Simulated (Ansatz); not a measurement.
**CH3FO (SMILES OCF): levels of theory compared**

We compute a comparison of 6 runs (BHLYP/STO-3G, HSE06/STO-3G, UPBE0/STO-3G, wB97M-V/STO-3G, CCSDT(Q)/STO-3G, UCCSD(T)/STO-3G) of CH3FO. 

The results are computed with Ansatz 0.2.0.

68 further runs of the same task are left out: 2 that didn't finish, 66 set aside as unsound or not needed.

## Step 1: The structure to begin with

CH3FO has 6 atoms, charge 0, and is taken as a singlet. As SMILES, `OCF`. The H4–O1 distance was set to 1.924 Å, away from the relaxed value. At this shape a bond of the SMILES string is far longer than usual.

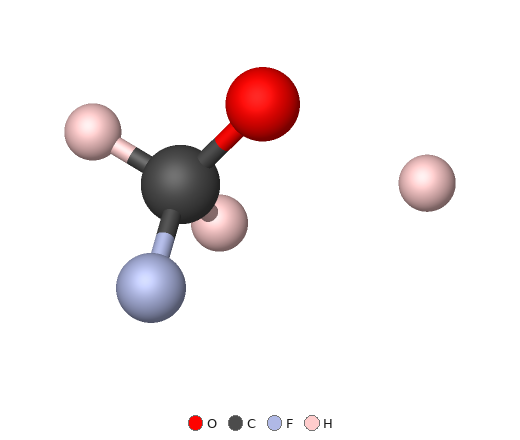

The structure, seen from a chosen angle (oxygen red, carbon dark grey, fluorine light blue, hydrogen pink).

## Step 2: A single-point energy at BHLYP/STO-3G (run 1)

File in.yaml:

```yaml
crystal:
  periodic: [false, false, false]
  atoms:
    - {symbol: O, position_ang: [-0.659306, -0.899291, 0.683158]}
    - {symbol: C, position_ang: [0.384894, -0.153091, 1.161358]}
    - {symbol: F, position_ang: [0.040594, 1.181109, 1.254358]}
    - {symbol: H, position_ang: [-0.928700, -0.495100, -1.178000]}
    - {symbol: H, position_ang: [1.271494, -0.197191, 0.518058]}
    - {symbol: H, position_ang: [0.606794, -0.510891, 2.167858]}
basis:
  gaussian: {orbitals: STO-3G}
hamiltonian: {xc: {name: BHLYP}}
accuracy: high
```

Run with:

```bash
$ ansatz run in.yaml --threads 1 --pin off --max-ram 2610MiB --events-out events.jsonl --progress --plain --runs-dir runs
```

What it wrote:

```text
Warning: RAYON_NUM_THREADS=1 ignored (pool sized by the plan → 1); use --threads N
Functional definition: BHLYP
  name "BHLYP"
  parameter a = 0.5
  exchange = (1 - a)*b88_x + a*exact_x
  correlation = lyp_c
321 factors; integrals over basis functions are off by at most 3.3e-8 eV
mean field evaluation 1: about -5756.4822 eV, gradient 3.0e1 eV
mean field evaluation 2: about -5752.5408 eV, gradient 4.2e1 eV
mean field evaluation 4: about -5759.8878 eV, gradient 6.0e-1 eV
mean field evaluation 8: about -5759.9372 eV, gradient 1.2e-2 eV
mean field evaluation 16: about -5759.9372 eV, gradient 2.4e-6 eV
mean field -5759.93718409 eV, -211.6737872895 hartree, gradient 2.2e-8 eV, S^2 0.000000; 0 other end points of the search recorded, 0 dependent functions left out
reference -5759.93720116 eV, -211.6737879169 hartree; 13, 13 occupied and 5, 5 virtual orbitals, 321 factors
Total energy: -5759.93720116 eV, -211.6737879169 hartree
```

It took 1.1 s on 1 thread of Arm Neoverse V1, shared host; peak memory 0.093 GiB.

## Step 3: The energy at HSE06/STO-3G (run 2)

File job.yaml:

```yaml
crystal:
  periodic: [false, false, false]
  atoms:
    - {symbol: O, position_ang: [-0.659306, -0.899291, 0.683158]}
    - {symbol: C, position_ang: [0.384894, -0.153091, 1.161358]}
    - {symbol: F, position_ang: [0.040594, 1.181109, 1.254358]}
    - {symbol: H, position_ang: [-0.928700, -0.495100, -1.178000]}
    - {symbol: H, position_ang: [1.271494, -0.197191, 0.518058]}
    - {symbol: H, position_ang: [0.606794, -0.510891, 2.167858]}
basis:
  gaussian:
    orbitals: STO-3G
accuracy: high
hamiltonian:
  xc: {name: HSE06}
```

Run with:

```bash
$ ansatz run job.yaml --threads 1 --pin off --max-ram 2610MiB --events-out events.jsonl --progress --plain --runs-dir runs
```

What it wrote:

```text
Warning: RAYON_NUM_THREADS=1 ignored (pool sized by the plan → 1); use --threads N
Functional definition: HSE06
  name "HSE06"
  parameter a = 0.25
  parameter omega = 0.11/bohr
  exchange = pbe_x - a*pbe_x_sr(omega) + a*exact_x_sr(omega)
  correlation = pbe_c
321 factors; integrals over basis functions are off by at most 3.3e-8 eV
54 factors; integrals over basis functions are off by at most 3.0e-10 eV
mean field evaluation 1: about -5755.3769 eV, gradient 2.3e1 eV
mean field evaluation 2: about -5746.3042 eV, gradient 4.7e1 eV
mean field evaluation 4: about -5757.0430 eV, gradient 6.5e0 eV
mean field evaluation 8: about -5757.2165 eV, gradient 1.3e-2 eV
mean field evaluation 16: about -5757.2016 eV, gradient 7.6e-6 eV
mean field -5757.20156490 eV, -211.5732551385 hartree, gradient 4.9e-8 eV, S^2 0.000000; 0 other end points of the search recorded, 0 dependent functions left out
reference -5757.20156659 eV, -211.5732552009 hartree; 13, 13 occupied and 5, 5 virtual orbitals, 321 factors
Total energy: -5757.20156659 eV, -211.5732552009 hartree
```

It took 1.4 s on 1 thread of Arm Neoverse V1, shared host; peak memory 0.094 GiB.

Runs 3 to 5 aren't shown in full; the table further down has their settings and results.

## Step 4: A single-point energy at UCCSD(T)/STO-3G (run 6)

File job.yaml:

```yaml
crystal:
  periodic: [false, false, false]
  atoms:
    - symbol: O
      position_ang: [-0.659306, -0.899291, 0.683158]
    - symbol: C
      position_ang: [0.384894, -0.153091, 1.161358]
    - symbol: F
      position_ang: [0.040594, 1.181109, 1.254358]
    - symbol: H
      position_ang: [-0.928700, -0.495100, -1.178000]
    - symbol: H
      position_ang: [1.271494, -0.197191, 0.518058]
    - symbol: H
      position_ang: [0.606794, -0.510891, 2.167858]
basis:
  gaussian:
    orbitals: STO-3G
magnetization:
  spin_polarized: true
  initial_magnetization: 0
correlation:
  method: ccsd_t
  frozen_orbitals: {C: 1, F: 1, H: 0, O: 1}
accuracy: high
scf:
  omitted_lower_state_checks: [cluster_reference, increment]
```

Run with:

```bash
$ ansatz run job.yaml --threads 1 --pin off --max-ram 2610MiB --events-out events.jsonl --progress --plain --runs-dir runs
```

What it wrote:

```text
Warning: RAYON_NUM_THREADS=1 ignored (pool sized by the plan → 1); use --threads N
[... 14 lines left out ...]
3 core orbitals not correlated: weight in the atoms' cores, before any rotation towards them, 1.000 or more for the frozen orbitals, at most 0.000 for the correlated occupied ones
[... 71 lines left out ...]
Total energy: -5741.75979073 eV, -211.0057804048 hartree
Checks for a lower state left out: cluster_reference, increment
```

Run time: 0.66 s. Hardware: 1 thread of Arm Neoverse V1, shared host.

## Step 5: Overview of the runs

| run | level | frozen core orbitals | energy (Eh) | wall time |
| --- | --- | --- | --- | --- |
| 1 | BHLYP/STO-3G | – | -211.673788 | 1.1 s |
| 2 | HSE06/STO-3G | – | -211.573255 | 1.4 s |
| 3 | UPBE0/STO-3G | – | -211.614118 | 4.8 s |
| 4 | wB97M-V/STO-3G | – | -211.762328 | 21 s |
| 5 | CCSDT(Q)/STO-3G | 3 | -211.007893 | 0.81 s |
| 6 | UCCSD(T)/STO-3G | 3 | -211.005780 | 0.66 s |

## Step 6: Summary of results

| quantity | value |
| --- | --- |
| run 6: total energy | -211.00578 Eh |
| run 6: correlation energy (3 core orbitals frozen) | -124.4 mEh |
| run 6: (T) correction | -3.52 mEh |
| run 6: ⟨S²⟩ of the reference determinant | 0.936 |
| run 6: T1 diagnostic | 0.045 |

Totals of different functionals can't be ranked against each other. In run 5 the log says that unrestricted orbitals would lower the reference, so the values rest on an unstable closed-shell determinant (other closed-shell runs at this shape may share the fault). In runs 1, 2, 3, 4, 5, 6 the basis is minimal, so the values are rough. In runs 1, 2, 4 a closed-shell determinant meets a far-stretched bond, which it describes badly. Spin contamination of the reference: run 6 ⟨S²⟩ = 0.94, run 3 ⟨S²⟩ = 0.78. Where it is this large, the reference is a mixture of spin states, and values that rest on it are in doubt. All runs together took 30 s, the longest 21 s.
